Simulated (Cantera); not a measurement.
Charge: 1 mol Si, 4.2 mol NF₃, held at 7.50 Torr.

Method: chemical equilibrium by Gibbs-energy minimisation in Cantera with the NASA 1993 tables (ideal gas, pure condensed phases). Candidate condensed phases: Si, Si₃N₄; 16 gas species. Rates play no part.

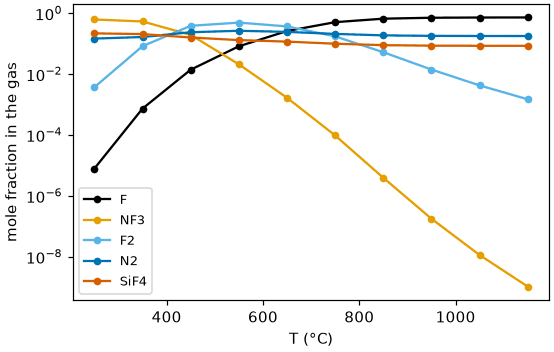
Fig. 1. Equilibrium gas composition (values under 1e-9 drawn at 1e-9)

**Question.** Read off the mole fractions at 950 °C.

**Answer.** F about 0.72, N₂ about 0.18, SiF₄ about 0.087, F₂ about 0.014, NF₃ about 1.8e-7.
